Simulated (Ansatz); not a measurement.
**G0W0 on several functionals: SiO2 (I-42d)**

Aim: G0W0 for SiO2 (I-42d) on several starting functionals, at one mesh, band count and screening cutoff.

Method: G0W0 on several functionals, plane waves, PAW, in Ansatz 0.2.0.

In doubt: masses and optical values from hybrid runs of this build are listed as unsure (step 4), which bears on the screening that GW takes from such a start.

## Step 1: The structure

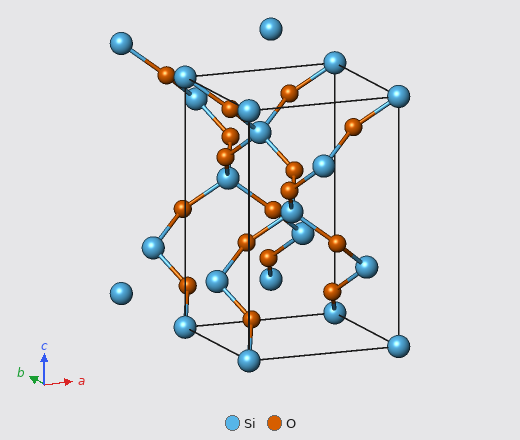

The cell as given, slightly off an axis (silicon blue, oxygen orange). 1×2×1 cells are drawn. This picture shows the conventional cell, with its axes. Bonds to atoms that aren't drawn are left out. Some periodic images of atoms are drawn too.

The cell and positions come from the Crystallography Open Database and are kept as given unless a step says otherwise.

## Step 2: G0W0 on LDA

Now the one-shot GW correction: screening in the RPA, then the self-energy of the levels asked for. This step takes PAW set soft_1 files.

This step: G0W0 on LDA, plane waves, PAW; PAW set soft_1.

input.yaml reads:

```yaml
crystal:
  lattice:
    - [-2.37405, 2.37405, 3.744]
    - [2.37405, -2.37405, 3.744]
    - [2.37405, 2.37405, -3.744]
  atoms:
    - { symbol: Si, position: [0.0, 0.0, 0.0] }
    - { symbol: Si, position: [0.75, 0.25, 0.5] }
    - { symbol: O, position: [0.99838, 0.625, 0.87338] }
    - { symbol: O, position: [0.375, 0.24838, 0.37338] }
    - { symbol: O, position: [0.75162, 0.125, 0.12662] }
    - { symbol: O, position: [0.875, 0.00162, 0.62662] }
kpoints:
  mp_grid: { grid: [6, 6, 6] }
hamiltonian:
  xc: lda
  pseudopotentials: { kind: paw, azcp: { folder: soft_1 }, xc_functional: pbe }
scf:
  occupations: { method: fixed }
gw:
  n_empty_bands: 310
  ecut_chi: 138
  qp_bands: [v2, c2]
  qp_kpoints: band_edges
  screening: { model: contour_deformation }
```

Started as:

```console
$ ansatz run input.yaml --threads 3 --pin off --max-ram 92160MiB --backend cuda --events-out ev --progress --plain --runs-dir out --devices 1 --max-vram 13GiB
```

Numbers of over 12 decimals in the logs are rounded to 6 here.

What it wrote:

```text
GPUs: using 1 of 1 available (devices: 1).
Engine: ansatz 0.2.0, x86_64-unknown-linux-gnu
Pseudopotentials: kind: paw
Pseudopotential: Si, paw, valence charge 4, recommended cutoff 420 eV (normal), soft_1/Si.paw.azcp
Pseudopotential: O, paw, valence charge 6, recommended cutoff 420 eV (normal), soft_1/O.paw.azcp
Functional definition: SPW92
  exchange = slater_x
  correlation = pw_c
device memory: the entry about to start is reckoned to put 0.9 GiB on a device that reports 59.7 GiB free (of which the cap on the GPU budget leaves the run 13.0 GiB)
GPU FFT provider: cuFFT
GPU libraries: cuBLAS 13.8.2, cuFFT 12.4.0, cuSOLVER 12.3.4
Crystal: 6 atoms, lattice volume = 84.406 Å³
Basis set: ecut = 420 eV, 1637 PW (Γ)
Bands: 22, of which v1, the nominal top of the filled ones, is band 16 counted from 1 (15 counted from 0)
Symmetry: 8 space group operations
Space group: I-42d (ITA 122), of the structure as read, at distance tolerance 4.4e-5 Å
k-points: 30 of 216 (time reversal used)
Non-local potential: Si, projectors of the file, l = 0: 2, l = 1: 2, l = 2: 1
Non-local potential: O, projectors of the file, l = 0: 2, l = 1: 2, l = 2: 1
PAW form: soft (Blöchl's): semilocal exchange-correlation on the pseudo side does not see the compensation charge
PAW frozen core: Si, regenerated for the run's functional, and the local potential with it (the file was generated under x = pbe(κ = 0.804, μ = 0.219515), c = pbe(β = 0.066725))
PAW frozen core: O, regenerated for the run's functional, and the local potential with it (the file was generated under x = pbe(κ = 0.804, μ = 0.219515), c = pbe(β = 0.066725))
PAW one-centre angular grid: Si, 110 points (default); XC on 64 Gauss nodes
PAW one-centre angular grid: O, 110 points (default); XC on 64 Gauss nodes
Initial density: superposition of atomic densities (chi_scale 0.1, normalization cell, long waves kept (reshape's long-wave potential 0.00 eV rms))
Initial wavefunctions: pseudopotential atomic-orbital guess
GPU buffer pool allocated for 46656 grid points (all kernels)
GPU transforms: local potential and band sums: pruned to the plane-wave sphere, on 36×36×36
Functional: x = slater, c = lda
SCF iter   1: F=—  HF=-3448.428092 eV  |F-HF|=—  |Δ(HF+E_count)|=         —  Δρ=1.17e-1  dr2=1.03e1  ethr=3.10e-3  ⟨swp⟩=5.0  Hψ=3327  notcnv=0  defer=99
preconditioner: auto → none  [insulator: Δε(μ)=7.286 eV  Ē_g=17.694 eV  n_scr=14 (ndim 8)  ℏωp=22.9 eV  f_vac=0.102  ε∞_Penn≈2.7]
SCF iter   2: F=—  HF=-3445.778693 eV  |F-HF|=—  |Δ(HF+E_count)|=    2.65e0  Δρ=6.32e-2  dr2=1.49e0  ethr=3.10e-3  ⟨swp⟩=3.9  Hψ=1917  notcnv=0  defer=86
SCF iter   3: F=—  HF=-3445.360618 eV  |F-HF|=—  |Δ(HF+E_count)|=   4.18e-1  Δρ=1.88e-2  dr2=1.34e-1  ethr=3.10e-3  ⟨swp⟩=2.1  Hψ=1349  notcnv=0  defer=76
SCF iter   4: F=—  HF=-3445.348511 eV  |F-HF|=—  |Δ(HF+E_count)|=   1.21e-2  Δρ=1.27e-3  dr2=5.84e-4  ethr=4.17e-4  ⟨swp⟩=2.6  Hψ=1041  notcnv=0  defer=119
SCF iter   5: F=—  HF=-3445.348788 eV  |F-HF|=—  |Δ(HF+E_count)|=   2.77e-4  Δρ=2.32e-4  dr2=1.28e-5  ethr=1.83e-6  ⟨swp⟩=2.2  Hψ=1078  notcnv=0  defer=119
SCF iter   6: F=—  HF=-3445.348800 eV  |F-HF|=—  |Δ(HF+E_count)|=   1.23e-5  Δρ=2.42e-5  dr2=2.98e-7  ethr=3.99e-8  ⟨swp⟩=2.7  Hψ=1185  notcnv=0  defer=82
SCF iter   7: F=-3445.348801 eV  HF=-3445.348801 eV  |F-HF|=3.97e-10  |Δ(HF+E_count)|=   8.09e-8  Δρ=1.78e-6  dr2=1.21e-9  ethr=3.13e-10  ⟨swp⟩=12.0  Hψ=3426  notcnv=0
SCF 1 converged in 7 iterations: F = -3445.348801 eV  dr2 = 1.21e-9
  greatest PAW one-centre occupation: 0.856 electrons in one spin orbital (limit 2), on the O atom at site 5 (counted from 0), in its partial waves of l = 0
device memory: the entry about to start is reckoned to put 1.0 GiB (of the 1.1 GiB reckoned in all, the device holds 0.1 GiB already) on a device that reports 59.7 GiB free (of which the cap on the GPU budget leaves the run 12.9 GiB)
NSCF: frozen V_eff on 30 k-points, pencils in batches of 32, up to order 88
the band table was solved once the SCF had ended and its energy, with any forces and stress, was formed, with the checks that follow a solve (3483 applications of the Hamiltonian). They found nothing against the state; the energy, forces and stress were not computed again (output.eigenvalues in the input reference)
device memory: the entry about to start is reckoned to put 5.3 GiB on a device that reports 59.6 GiB free (of which the cap on the GPU budget leaves the run 13.0 GiB)
NSCF: frozen V_eff on 30 k-points
G₀W₀ screening: q 1/30
[... further progress lines ...]
device memory: the entry about to start is reckoned to put 0.4 GiB on a device that reports 56.2 GiB free (of which the cap on the GPU budget leaves the run 13.0 GiB)
NSCF: frozen V_eff on 1 k-points
device memory: the entry about to start is reckoned to put 0.4 GiB on a device that reports 56.2 GiB free (of which the cap on the GPU budget leaves the run 13.0 GiB)
NSCF: frozen V_eff on 1 k-points
device memory: the entry about to start is reckoned to put 0.4 GiB on a device that reports 56.5 GiB free (of which the cap on the GPU budget leaves the run 13.0 GiB)
NSCF: frozen V_eff on 1 k-points
SCF converged after 7 iterations
Free energy (F): -3445.348801 eV
Harris-Foulkes:  -3445.348801 eV  (|F-HF|=3.97e-10)
Internal energy: -3445.348801 eV  (E = F + TS)
E sigma→0 (E₀):  -3445.348801 eV
Fermi energy:    0.804123 eV
--- Per-component energies (eV) ---
  E_band       = -181.126051
  E_kinetic    = 771.675226
  E_local      = -2183.365050  (includes V_loc(G=0)·N_el)
  E_nonlocal   = 263.900084
  E_hartree    = 807.170828
  E_xc         = -394.813820
  E_vxc        = -459.938404  (∫ρ·V_xc dr)
  E_paw        = -1581.775566  (= ΣΔE_a)
  E_vpaw       = -187.744137  (= ΣTr[D̂ρ^β])
  E_aug_tail   = 0.003432  (compensation charges beyond the density's cutoff)
  E_ewald      = -1128.700283
  E_core_change = 0.556347  (= ΣΔE_core)
  E_smearing   = -0.000000  (= −TS)
  E_closure    = -0.000000  (closes the sum)
  Σ components = -3445.348801   (vs F -3445.348801, Δ=0.00e0)
--- Band table (eV; the first three rows and the last of 30) ---
  k-point 0: bands = [... 12 lower, -0.5178, -0.2292, 0.8041, 0.8041, 6.6258, 9.2615, 11.8999, 11.8999, ... 2 higher]
  k-point 1: bands = [... 12 lower, -0.5315, -0.0641, 0.7542, 0.7589, 7.2631, 9.6885, 11.0781, 11.6682, ... 2 higher]
  k-point 2: bands = [... 12 lower, -0.3270, 0.1475, 0.6402, 0.6551, 8.6935, 10.5691, 10.5779, 10.9647, ... 2 higher]
  k-point 29: bands = [... 12 lower, -0.6973, -0.6973, 0.7012, 0.7012, 9.5984, 9.5984, 10.2797, 10.2797, ... 2 higher]
--- G₀W₀: contour deformation, 6 samples at zero and on the imaginary axis and 3 off it, 216 q-points, 310 empty bands' worth ---
  eigenvalues of the whole cell's RPA ε∞ on this k-mesh (on a slab, of 1 + 4πα/V) = 2.2439, 2.2439, 2.3025; static W/v taken at q = 0 is 0.441881
  bands read: the sum over 326 bands ends inside a degenerate multiplet in 1 slot, whose members it reads at an even weight; the widest, k=0: bands 326 to 327 (counted from 1) at 1/2 each
  gw.qp_kpoints: band_edges: 30 of 30 stored k-points solved, in 1 pass; an edge of the gap read off the rows below is read off those points alone
    ik  band        ε_KS         Σx   Σc(E_QP)       V_xc       Z   E_QP_lin       E_QP  E_QP is
     0    15      0.8041   -26.3173     4.1104   -20.5052  0.8020    -0.9229    -0.8975  root
     0    16      0.8041   -26.3173     4.1104   -20.5052  0.8020    -0.9229    -0.8975  root
     0    17      6.6258    -7.1692    -3.3101   -11.9672  0.8680     8.1252     8.1136  root
     0    18      9.2615    -5.6007    -3.8479   -11.2359  0.8627    11.0686    11.0488  root
     1    15      0.7542   -26.3298     4.1117   -20.5180  0.8019    -0.9712    -0.9458  root
     1    16      0.7589   -26.3117     4.1198   -20.4861  0.8018    -0.9724    -0.9468  root
     1    17      7.2631    -7.6636    -3.3311   -12.5578  0.8636     8.8395     8.8263  root
     1    18      9.6885    -5.8470    -3.9254   -11.6163  0.8596    11.5543    11.5324  root
     2    15      0.6402   -26.3494     4.1364   -20.5002  0.8014    -1.0987    -1.0726  root
     2    16      0.6551   -26.4632     4.1157   -20.6544  0.8016    -1.0631    -1.0380  root
     2    17      8.6935    -8.2181    -3.4889   -13.4473  0.8553    10.4524    10.4338  root
     2    18     10.5691    -7.8559    -4.1928   -14.1201  0.8524    12.6702    12.6404  root
     3    15      0.5736   -26.5526     4.1197   -20.7383  0.8015    -1.1461    -1.1209  root
     3    16      0.5736   -26.5526     4.1197   -20.7383  0.8015    -1.1461    -1.1209  root
     3    17     10.0505    -7.6438    -3.7111   -13.2097  0.8519    11.9289    11.9054  root
     3    18     10.0505    -7.6438    -3.7111   -13.2097  0.8519    11.9289    11.9054  root
     4    15      0.7596   -26.2535     4.1100   -20.4367  0.8020    -0.9727    -0.9471  root
     4    16      0.7682   -26.3451     4.1163   -20.5275  0.8018    -0.9585    -0.9331  root
     4    17      7.0811    -7.4954    -3.3223   -12.3557  0.8651     8.6319     8.6192  root
     4    18      9.5374    -5.8064    -3.8758   -11.5006  0.8606    11.3768    11.3558  root
     5    15      0.6422   -26.3766     4.1229   -20.5506  0.8013    -1.0864    -1.0607  root
     5    16      0.6997   -26.2313     4.1182   -20.4012  0.8019    -1.0381    -1.0121  root
     5    17      8.1155    -8.0037    -3.4334   -13.1079  0.8588     9.8025     9.7863  root
     5    18     10.2247    -6.0873    -3.9617   -11.9332  0.8565    12.1329    12.1089  root
[...]
28    15      0.6137   -26.3240     4.1254   -20.4943  0.8013    -1.1164    -1.0906  root
    28    16      0.6137   -26.3240     4.1254   -20.4943  0.8013    -1.1164    -1.0906  root
    28    17      9.8817    -7.8143    -3.7458   -13.4355  0.8514    11.7809    11.7570  root
    28    18      9.8817    -7.8143    -3.7458   -13.4355  0.8514    11.7809    11.7570  root
    29    15      0.7012   -26.4322     4.1156   -20.6274  0.8016    -1.0131    -0.9880  root
    29    16      0.7012   -26.4322     4.1156   -20.6274  0.8016    -1.0131    -0.9880  root
    29    17      9.5984    -7.4282    -3.5431   -12.7363  0.8547    11.3837    11.3633  root
    29    18      9.5984    -7.4282    -3.5431   -12.7363  0.8547    11.3837    11.3633  root
```

Run time: 90 s. Hardware: 1 × NVIDIA H100 80GB HBM3 (shared by 6 runs) with 3 threads of AMD EPYC 7R13 (Zen 3), shared host; peak memory 1.9 GiB.

The column dr2 measures how far the density is from self-consistency, as an energy; F and HF (Harris–Foulkes) agree once it is small.

This step gave:

```yaml
bands_summed: 326
rpa_eps_infinity_on_this_mesh_eigenvalues: 2.244, 2.244, 2.303
plane_waves_in_the_screening_matrix: 315
q_points_in_the_mesh: 216
g0w0_gap_on_the_mesh: 9.011 eV
k_of_the_valence_top: 0, 0, 0
k_of_the_conduction_bottom: 0, 0, 0
starting_gap_on_the_mesh: 5.822 eV
z_at_the_valence_top: 0.8020
z_at_the_conduction_bottom: 0.8680
least_direct_g0w0_gap_on_the_computed_points: 9.011 eV
```

The gap on the mesh goes from 5.82 eV to 9.01 eV, a correction of +3.19 eV. Between the two edge states, bare exchange in place of the xc potential would open the gap by 10.61 eV, and correlation takes back 7.42 eV.

## Step 3: G0W0 on r2SCAN

One-shot GW remembers its start. Another functional's orbitals and levels show by how much.

This step: G0W0 on r2SCAN, plane waves, PAW; PAW set soft_1.

input.yaml, as its differences from that of step 2:

```diff
@@ -15,4 +15,4 @@
 hamiltonian:
-  xc: lda
-  pseudopotentials: { kind: paw, azcp: { folder: soft_1 }, xc_functional: pbe }
+  xc: r2scan
+  pseudopotentials: { kind: paw, azcp: { folder: soft_1 } }
 scf:
```

What it wrote:

```text
GPUs: using 1 of 1 available (devices: 1).
[...]
GPU FFT provider: cuFFT
GPU libraries: cuBLAS 13.8.2, cuFFT 12.4.0, cuSOLVER 12.3.4
Crystal: 6 atoms, lattice volume = 84.406 Å³
Basis set: ecut = 500 eV, 2141 PW (Γ), exchange–correlation on 160×160×160 points (64 copies of the dense FFT grid, shifted against one another)
Bands: 22, of which v1, the nominal top of the filled ones, is band 16 counted from 1 (15 counted from 0)
Symmetry: 8 space group operations
[...]
k-points: 30 of 216 (time reversal used)
[...]
GPU buffer pool allocated for 64000 grid points (all kernels)
[...]
SCF iter   1: F=—  HF=-3562.487185 eV  |F-HF|=—  |Δ(HF+E_count)|=         —  Δρ=1.22e-1  dr2=1.16e1  dr2_τ=1.34e0  ethr=3.10e-3  ⟨swp⟩=5.0  Hψ=3305  notcnv=0  defer=93
[...]
SCF iter   8: F=-3560.118589 eV  HF=-3560.118589 eV  |F-HF|=6.05e-11  |Δ(HF+E_count)|=   3.94e-8  Δρ=6.82e-7  dr2=2.47e-10  dr2_τ=3.84e-11  ethr=3.13e-10  ⟨swp⟩=12.0  Hψ=3487  notcnv=0
SCF 1 converged in 8 iterations: F = -3560.118589 eV  dr2 = 2.47e-10
[...]
NSCF: frozen V_eff on 30 k-points, pencils in batches of 32, up to order 88
[...]
NSCF: frozen V_eff on 30 k-points
G₀W₀ screening: q 1/30
[... further progress lines ...]
[...]
SCF converged after 8 iterations
Free energy (F): -3560.118589 eV
[...]
Internal energy: -3560.118589 eV  (E = F + TS)
E sigma→0 (E₀):  -3560.118589 eV
Fermi energy:    0.679024 eV
[...]
--- Band table (eV; the first three rows and the last of 30) ---
  k-point 0: bands = [... 12 lower, -0.6460, -0.3750, 0.6790, 0.6790, 7.3789, 10.2208, 13.0175, 13.0175, ... 2 higher]
  k-point 1: bands = [... 12 lower, -0.6544, -0.2007, 0.6274, 0.6321, 8.0286, 10.6665, 12.1827, 12.7954, ... 2 higher]
  k-point 2: bands = [... 12 lower, -0.4520, 0.0107, 0.5091, 0.5239, 9.5127, 11.6187, 11.6385, 11.9458, ... 2 higher]
  k-point 29: bands = [... 12 lower, -0.8474, -0.8474, 0.5725, 0.5725, 10.4593, 10.4593, 11.2491, 11.2491, ... 2 higher]
[...]
0    15      0.6790   -26.4393     3.8804   -20.9473  0.8200    -0.9515    -0.9325  root
     0    16      0.6790   -26.4393     3.8804   -20.9473  0.8200    -0.9515    -0.9325  root
     0    17      7.3789    -6.7009    -3.0905   -10.8818  0.8827     8.4743     8.4692  root
     0    18     10.2208    -5.2826    -3.5216    -9.9738  0.8775    11.3972    11.3905  root
     1    15      0.6274   -26.4497     3.8808   -20.9590  0.8199    -1.0015    -0.9825  root
     1    16      0.6321   -26.4309     3.8882   -20.9270  0.8198    -1.0028    -0.9836  root
     1    17      8.0286    -7.1326    -3.1025   -11.3961  0.8791     9.1955     9.1895  root
     1    18     10.6665    -5.5083    -3.5837   -10.3100  0.8748    11.8921    11.8845  root
[...]
29    15      0.5725   -26.5389     3.8869   -21.0502  0.8196    -1.0482    -1.0293  root
    29    16      0.5725   -26.5389     3.8869   -21.0502  0.8196    -1.0482    -1.0293  root
    29    17     10.4593    -6.8854    -3.2420   -11.4047  0.8716    11.7450    11.7366  root
    29    18     10.4593    -6.8854    -3.2420   -11.4047  0.8716    11.7450    11.7366  root
```

The job ended after 2 min (1 × NVIDIA H100 80GB HBM3 (shared by 6 runs) with 3 threads; peak memory 2.1 GiB; 3.5 min of CPU time).

This step gave:

```
bands summed                                 : 326
RPA ε∞ on this mesh (eigenvalues)            : 2.079, 2.079, 2.125
plane waves in the screening matrix          : 315
q-points in the mesh                         : 216
G0W0 gap on the mesh                         : 9.402 eV
k of the valence top                         : 0, 0, 0
k of the conduction bottom                   : 0, 0, 0
starting gap on the mesh                     : 6.700 eV
Z at the valence top                         : 0.8200
Z at the conduction bottom                   : 0.8827
least direct G0W0 gap on the computed points : 9.402 eV
```

Against the run with 6×6×6 mesh, 310 empty bands, screening to 138 eV, PAW set soft_1 files on LDA, the gap moves by +0.39 eV, while the start moved by +0.88 eV.

## Step 4: G0W0 on HSE06

This step: G0W0 on HSE06, plane waves, PAW; PAW set soft_1.

input.yaml, as its differences from that of step 3:

```diff
@@ -15,3 +15,3 @@
 hamiltonian:
-  xc: r2scan
+  xc: hse06
   pseudopotentials: { kind: paw, azcp: { folder: soft_1 } }
```

What it wrote:

```text
GPUs: using 1 of 1 available (devices: 1).
[...]
davidson cushion auto → on  (no smearing: the cushion is to keep the highest requested band from converging to the state above it; pin scf.eigensolver.cushion to override)
[...]
GPU FFT provider: cuFFT
GPU libraries: cuBLAS 13.8.2, cuFFT 12.4.0, cuSOLVER 12.3.4
Crystal: 6 atoms, lattice volume = 84.406 Å³
Basis set: ecut = 420 eV, 1637 PW (Γ)
[...]
1    17      8.3223    -6.9671    -2.9977   -10.9433  0.8892     9.3044     9.3009  root
     1    18     10.9055    -5.4380    -3.4736   -10.0368  0.8852    12.0361    12.0307  root
[...]
29    15     -0.3144   -26.5564     3.6070   -21.9075  0.8339    -1.3627    -1.3563  root
    29    16     -0.3144   -26.5564     3.6070   -21.9075  0.8339    -1.3627    -1.3563  root
    29    17     10.7691    -6.6506    -3.1153   -10.8404  0.8830    11.8485    11.8436  root
    29    18     10.7691    -6.6506    -3.1153   -10.8404  0.8830    11.8485    11.8436  root
[key lines of the parts left out:]
Free energy (F): -3548.825043 eV
Fermi energy:    -0.207636 eV
```

Elapsed: 2.4 min, on 1 × NVIDIA H100 80GB HBM3 (shared by 6 runs) with 3 threads; peak memory 2.4 GiB; 3.5 min of CPU time.

This step gave:

```
bands summed                                 : 326
RPA ε∞ on this mesh (eigenvalues)            : 1.986, 1.986, 2.026
plane waves in the screening matrix          : 315
G0W0 gap on the mesh                         : 9.845 eV
k of the valence top                         : 0, 0, 0
k of the conduction bottom                   : 0, 0, 0
starting gap on the mesh                     : 7.875 eV
least direct G0W0 gap on the computed points : 9.845 eV
```

Against the run with 6×6×6 mesh, 310 empty bands, screening to 138 eV, PAW set soft_1 files on r2SCAN, the gap moves by +0.44 eV, while the start moved by +1.17 eV.

## Step 5: The starts together

All on the 6×6×6 mesh with 310 empty bands and screening to 138 eV. Times are wall times on 1 × NVIDIA H100 80GB HBM3 (shared by 6 runs) with 3 threads of AMD EPYC 7R13 (Zen 3), shared host, good to a factor of about two.

| start | starting gap (eV) | shift (eV) | G0W0 gap (eV) | RPA ε∞ (harmonic mean) | Z (valence, conduction) | time |
| --- | --- | --- | --- | --- | --- | --- |
| LDA | 5.82 | +3.19 | 9.01 | 2.26 | 0.80, 0.87 | 90 s |
| r2SCAN | 6.70 | +2.70 | 9.40 | 2.09 | 0.82, 0.88 | 2 min |
| HSE06 | 7.87 | +1.97 | 9.84 | 2.00 | 0.83, 0.89 | 2.4 min |

How the two edges are built up, in eV (the quasiparticle level is the starting level plus Σx plus Σc less Vxc):

| run | edge | start | Σx | Σc | Vxc | Z | QP |
| --- | --- | --- | --- | --- | --- | --- | --- |
| LDA | valence top | 0.80 | -26.32 | 4.11 | -20.51 | 0.80 | -0.90 |
| LDA | conduction bottom | 6.63 | -7.17 | -3.31 | -11.97 | 0.87 | 8.11 |
| r2SCAN | valence top | 0.68 | -26.44 | 3.88 | -20.95 | 0.82 | -0.93 |
| r2SCAN | conduction bottom | 7.38 | -6.70 | -3.09 | -10.88 | 0.88 | 8.47 |
| HSE06 | valence top | -0.21 | -26.46 | 3.60 | -21.81 | 0.83 | -1.26 |
| HSE06 | conduction bottom | 7.67 | -6.59 | -2.98 | -10.50 | 0.89 | 8.59 |

For a hybrid start, Vxc holds its share of exact exchange.

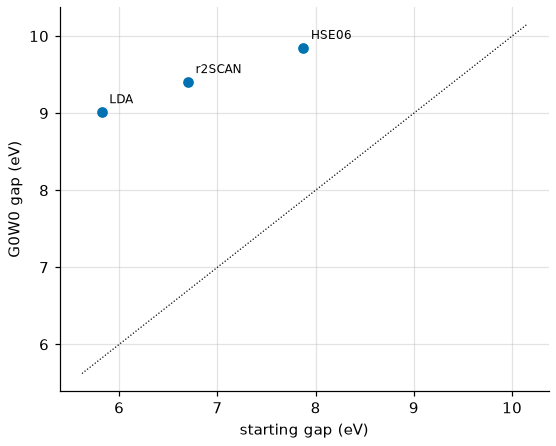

G0W0 gap against starting gap; on the dotted line the correction would vanish.

## Step 6: What came out

- G0W0@LDA: 9.01 eV (start 5.82 eV)
- G0W0@r2SCAN: 9.40 eV (start 6.70 eV)
- G0W0@HSE06: 9.84 eV (start 7.87 eV)
- known limits: not at the basis limit

What this shows: The starting gaps span 2.05 eV and the G0W0 gaps 0.83 eV. Between LDA and HSE06, 0.83 eV of the 2.05 eV survives, 41 %. HSE06 screens less than LDA (ε∞ 2.00 against 2.26). Of the 0.83 eV by which its G0W0 gap is higher, the correlation part gives +0.83 eV, and exchange with the one-particle terms, which follow the orbitals, +0.002 eV. The smallest correction, +1.97 eV, is on HSE06, the start nearest to reproducing itself. Bands and cutoff are finite, so the gap is not at the basis limit. The miss can reach some tenths of an eV and take either sign; the mesh is an error of its own.

[Paths, hosts, dates, memory and timing lines, banners, echoed tables and standing remarks are left out of the program output.]

[Logs are printed without paths, hosts, clocks, repeated set-up lines and the standing remarks that a program may print on its own settings, such as how far it seeks lower states.]

[Runs of the session that timed out or met a known fault of the program may be left out.]

[Cells called generated may have been cut or substituted from an entry of the Crystallography Open Database or the Materials Project.]

[No measured gap is set beside runs whose start may be inverted or whose files or cutoffs have a known fault.]

[Hosts, paths, dates, database ids (printed as entryN), source tags and the programs' standing remarks are cut or masked in the printed files.]
